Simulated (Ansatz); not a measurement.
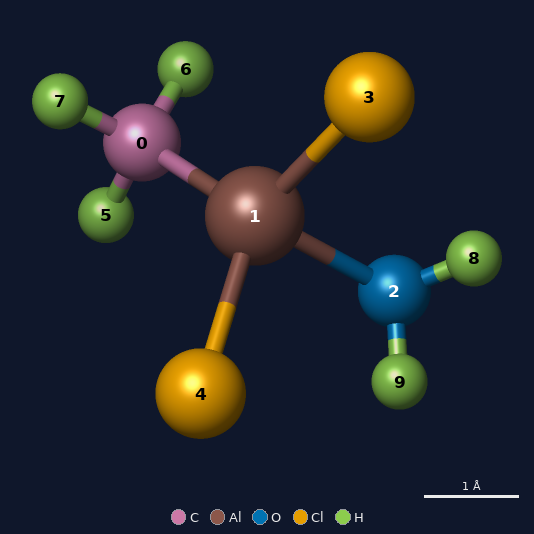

Starting geometry of the run. Atoms are numbered from 0, in the order of the input.

The calculation was set up as follows.

```yaml
crystal:
  periodic: [false, false, false]
  atoms:
    - {symbol: C, position_ang: [-1.514659, -0.518652, 0.275384]}
    - {symbol: Al, position_ang: [0.063136, 0.272990, -0.573453]}
    - {symbol: O, position_ang: [1.565439, 0.049960, 0.668721]}
    - {symbol: Cl, position_ang: [1.006199, -0.753095, -2.164370]}
    - {symbol: Cl, position_ang: [0.259779, 2.512439, -0.698448]}
    - {symbol: H, position_ang: [-1.744820, -0.004618, 1.224732]}
    - {symbol: H, position_ang: [-1.415485, -1.606526, 0.520212]}
    - {symbol: H, position_ang: [-2.397901, -0.389275, -0.374862]}
    - {symbol: H, position_ang: [2.308125, -0.408162, 0.231759]}
    - {symbol: H, position_ang: [1.949792, 0.949809, 0.870730]}
basis:
  gaussian: {orbitals: aug-cc-pVTZ}
magnetization: {spin_polarized: true, initial_magnetization: 2}
hamiltonian: {xc: {name: SPW92}}
scf: {lower_state_search: off}
```

It was started with:

```sh
ansatz run in.yaml --threads 4 --pin off --events-out ev --progress --plain --max-ram 10444MiB
```

What the program printed:

```
Functional definition: SPW92
  name "SPW92"
  cite "Dirac, Proc. Camb. Phil. Soc. 26, 376 (1930) doi:10.1017/S0305004100016108"
  cite "Slater, Phys. Rev. 81, 385 (1951) doi:10.1103/PhysRev.81.385"
  cite "Perdew & Wang, Phys. Rev. B 45, 13244 (1992) doi:10.1103/PhysRevB.45.13244"
  exchange = slater_x
  correlation = pw_c
these checks for a lower state are left out or cut short: stability, starts, cluster_reference, orbital_swaps, neighbouring_geometries, increment
1776 factors; their error is unknown
mean field evaluation 1: about -34654.5651 eV, gradient 6.8e1 eV
mean field evaluation 2: about -34565.7174 eV, gradient 1.3e2 eV
mean field evaluation 4: about -34668.8974 eV, gradient 2.9e1 eV
mean field evaluation 8: about -34674.3980 eV, gradient 9.1e0 eV
mean field evaluation 16: about -34675.0964 eV, gradient 4.7e-3 eV
mean field -34675.09640575 eV, -1274.2862892870 hartree, gradient 1.4e-6 eV, S^2 2.001450; 0 other end points of the search recorded, 0 dependent functions left out
reference -34675.09646008 eV, -1274.2862912833 hartree; 34, 32 occupied and 323, 325 virtual orbitals, 1776 factors
Total energy: -34675.09646008 eV, -1274.2862912833 hartree
Checks for a lower state left out: stability, starts, cluster_reference, orbital_swaps, neighbouring_geometries, increment
```

The calculation finished and met its thresholds.

The spin state was imposed, and no run here compares it with a lower spin, which may lie lower.
